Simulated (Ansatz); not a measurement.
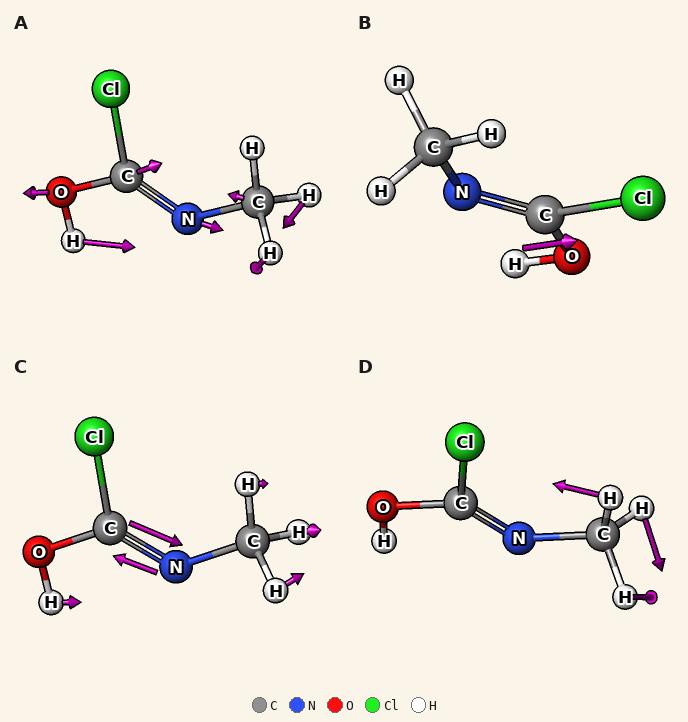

4 normal modes of one molecule or complex, as arrows. Harmonic vibrations computed with RKS PBE0-D4/def2-TZVP (Ansatz 0.2.0) at a stationary point of the same level.

### Match the panels to the wavenumbers 1246 cm⁻¹, 1491 cm⁻¹, 1814 cm⁻¹, 3783 cm⁻¹.

A: 1246 cm⁻¹
B: 3783 cm⁻¹, O–H stretching
C: 1814 cm⁻¹, C–N stretching
D: 1491 cm⁻¹, H–C–H bending
